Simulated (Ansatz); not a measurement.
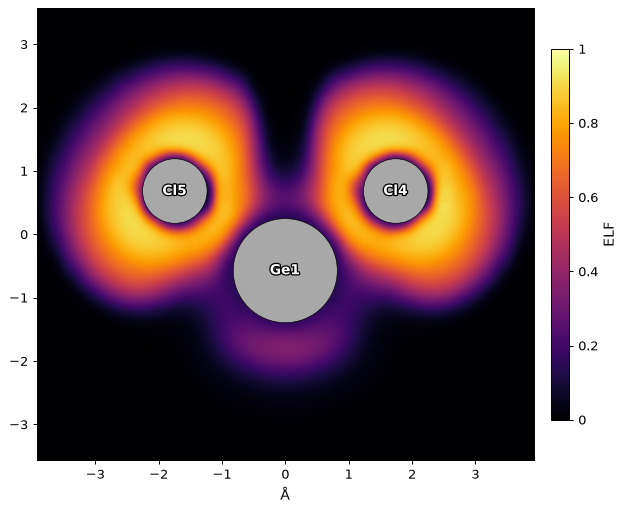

The picture shows: Cl2GeH2. ELF on the plane of atoms Cl4, Ge1 and Cl5. Grey discs cover the atomic cores.

The calculation used RKS CAM-B3LYP-D4/def2-SVP in Ansatz.

```xyz
5

Ge    0.0179    0.0000    0.0128
H    -0.0605    0.0000    1.5368
H     1.4287    0.0000   -0.5689
Cl   -1.0079    1.7429   -0.7127
Cl   -1.0079   -1.7429   -0.7127
```

Q: What does the map show?

A: The section cuts through Ge and Cl sites.
Ge–Cl (2.15 Å): the ELF peaks at about 0.85 in the valence shell of Cl, 0.8 Å from its nucleus, and is about 0.65 at the midpoint.
The ELF also peaks beside Cl5 and Cl4, away from the bonds: lone-pair regions.
